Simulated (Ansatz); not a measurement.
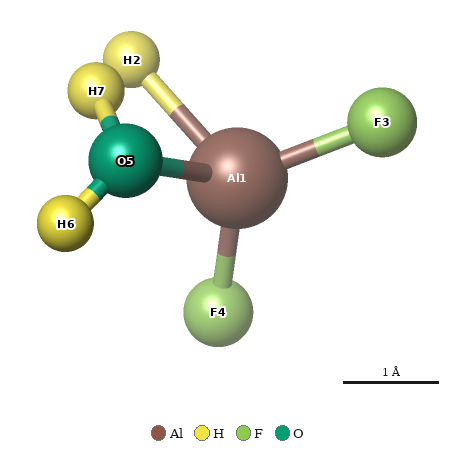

*The structure as given in the input (ball-and-stick view, seen at a tilt; atoms are numbered from 1 in the order of the input). Sticks mark near contacts.*

## Run report: AlH3OF2, frequency calculation

- system: AlH3OF2
- method: RKS B3LYP/def2-SVP (Ansatz 0.2.0)

It belongs to a series of runs on one base structure; here: vibrations at the highest image of the band. Figures and captions count atoms from 1; the log counts them from 0 in places.

Input file:
```yaml
crystal:
  periodic: [false, false, false]
  atoms:
    - { symbol: Al, position_ang: [0.052293, -0.248003, -0.065652] }
    - { symbol: H, position_ang: [0.005728, -0.047449, 1.67517] }
    - { symbol: F, position_ang: [1.461615, 0.317988, -0.729244] }
    - { symbol: F, position_ang: [-1.400001, 0.131131, -0.776378] }
    - { symbol: O, position_ang: [0.115968, -1.946505, 0.601745] }
    - { symbol: H, position_ang: [-0.557012, -2.63557, 0.500791] }
    - { symbol: H, position_ang: [-0.007291, -1.096693, 1.517568] }
basis:
  gaussian: { orbitals: def2-SVP }
hamiltonian:
  xc: b3lyp
phonons: {}
```

Launch command:
```bash
ansatz run input.yaml --threads 1 --pin off --max-ram 2048MiB --backend cpu --events-out ev --progress --plain --runs-dir out
```

Output:
```
Engine: ansatz 0.2.0, aarch64-unknown-linux-gnu
Functional definition: B3LYP
  parameter a0 = 0.2
  parameter ax = 0.72
  parameter ac = 0.81
  exchange = (1 - a0 - ax)*slater_x + ax*b88_x + a0*exact_x
  correlation = (1 - ac)*vwn_rpa_c + ac*lyp_c
744 factors; integrals over basis functions are off by at most 3.1e-4 eV
mean field evaluation 1: about -14116.0269 eV, gradient 6.6e1 eV
mean field evaluation 2: about -14102.1877 eV, gradient 1.1e2 eV
mean field evaluation 4: about -14123.0737 eV, gradient 3.9e0 eV
mean field evaluation 8: about -14123.1105 eV, gradient 3.8e-2 eV
mean field -14123.11051962 eV, -519.0147386078 hartree, gradient 2.4e-5 eV, S^2 0.000000; 0 other end points of the search recorded, 0 dependent functions left out
the calculation of the forces begins
reference -14123.11074952 eV, -519.0147470564 hartree; 21, 21 occupied and 54, 54 virtual orbitals, 744 factors
these checks for a lower state are left out or cut short: stability, starts, cluster_reference, orbital_swaps, neighbouring_geometries, increment
744 factors; integrals over basis functions are off by at most 3.1e-4 eV
mean field evaluation 16: about -14123.1104 eV, gradient 1.8e-1 eV
mean field -14123.11042228 eV, -519.0147350308 hartree, gradient 1.5e-6 eV, S^2 0.000000; 0 other end points of the search recorded, 0 dependent functions left out
[... from here on the field's lines of each further geometry are left out, up to the last ...]
the calculation of the forces begins
reference -14123.11072047 eV, -519.0147459891 hartree; 21, 21 occupied and 54, 54 virtual orbitals, 744 factors
these checks for a lower state are left out or cut short: stability, starts, cluster_reference, orbital_swaps, neighbouring_geometries, increment
744 factors; integrals over basis functions are off by at most 3.1e-4 eV
mean field -14123.11048586 eV, -519.0147373674 hartree, gradient 1.2e-6 eV, S^2 0.000000; 0 other end points of the search recorded, 0 dependent functions left out
the calculation of the forces begins
reference -14123.11071575 eV, -519.0147458156 hartree; 21, 21 occupied and 54, 54 virtual orbitals, 744 factors
WARN: phonons: modes at or below zero, which the zero-point energy, F, S and C_V leave out: 1, the lowest at -1226.64 cm⁻¹. A minimum has none, and a first-order saddle one
Total energy: -14123.11074952 eV, -519.0147470564 hartree
Atom 0 at     0.052293    -0.248003    -0.065652 Å, force     0.022344     0.000763     0.001365 eV/Å
Atom 1 at     0.005728    -0.047449     1.675170 Å, force    -0.003787    -0.016762    -0.008456 eV/Å
Atom 2 at     1.461615     0.317988    -0.729244 Å, force    -0.010320    -0.000534     0.001158 eV/Å
Atom 3 at    -1.400001     0.131131    -0.776378 Å, force    -0.001403    -0.003430     0.000290 eV/Å
Atom 4 at     0.115968    -1.946505     0.601745 Å, force    -0.011575     0.023416     0.005469 eV/Å
Atom 5 at    -0.557012    -2.635570     0.500791 Å, force    -0.001289    -0.006880    -0.000738 eV/Å
Atom 6 at    -0.007291    -1.096693     1.517568 Å, force     0.006031     0.003428     0.000911 eV/Å
Dipole moment:    -0.252808    -0.542655     0.382213 e Å
Vibrations: -1226.64 181.79 231.96 319.63 353.41 444.85 669.67 725.53 830.39 957.03 1074.10 1353.29 1752.76 1942.54 3825.03 cm⁻¹, zero-point energy 0.908926 eV
```

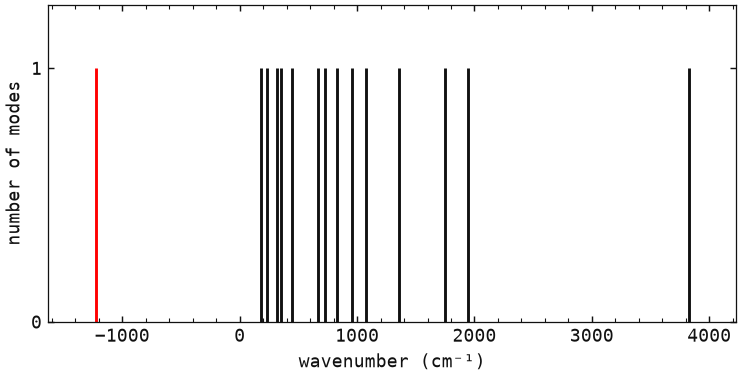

*Harmonic vibrational wavenumbers from the force constants; neighbouring modes closer than 23 cm⁻¹ are counted in one stick, and imaginary ones are drawn at negative wavenumbers.*

15 modes from 1227i to 3825 cm⁻¹, 1 imaginary beyond 8i (1227i cm⁻¹): a first-order saddle point, if the geometry is stationary.

Key numbers:

- outcome: converged
- total energy: −14123.1107 eV
- mean-field energy: −14123.1107 eV
- largest force (length of the vector): 0.027 eV/Å
- hardware: 1 thread of Arm Neoverse V2, 24 GiB of memory available, shared host
- wall time: 59 s
- peak memory: 0.14 GiB
